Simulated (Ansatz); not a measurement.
## Predicting a hybrid from its neighbours: BSiH4O2F

The species is BSiH4O2F (9 atoms), meant as a singlet with charge 0. As SMILES, `OB(F)O[SiH3]`. The shape is that of a PBE0-D4/def2-TZVP optimisation. This is one conformer, not always the lowest.

The HOMO–LUMO gap y, in eV, basis 6-31G(d); a is the functional's share of exact exchange. Programs: Ansatz 0.2.0.

```
functional  program     a  y (eV)
    revPBE   Ansatz     0    7.19
       PBE   Ansatz     0    7.12
     B3LYP   Ansatz   0.2       ?
      PBE0   Ansatz  0.25    9.57
   r2SCAN0   Ansatz  0.25   10.17
     BHLYP   Ansatz   0.5   11.89
```

Problem. Fit y = c + s·a to the known rows and predict B3LYP.

Solution. 
1. Means of the 5 rows: a = 0.2000, y = 9.188.
2. Σ(Δa)² = 0.175, Σ(Δa·Δy) = 1.692, so the slope is 1.692/0.175 = 9.6686.
3. Intercept: 9.188 − (9.6686) × 0.2000 = 7.254. The largest residual of the fit is 0.50.
4. B3LYP: 7.254 + (9.6686) × 0.2 = 9.19 eV.

The run gave 9.09 eV, so the prediction is off by +0.10 eV, within the scatter of the fit. Exact exchange lowers occupied levels and raises empty ones. The rows mix families of semi-local functionals, which the line can't see.

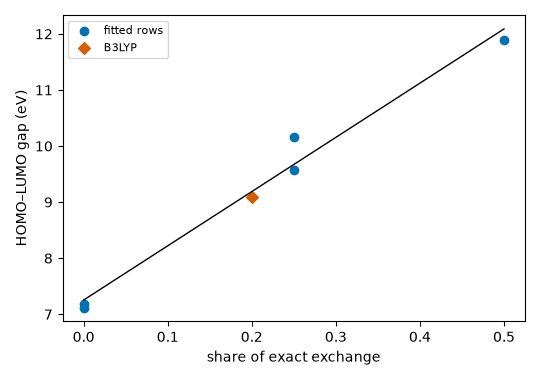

The fitted line, with the withheld row.
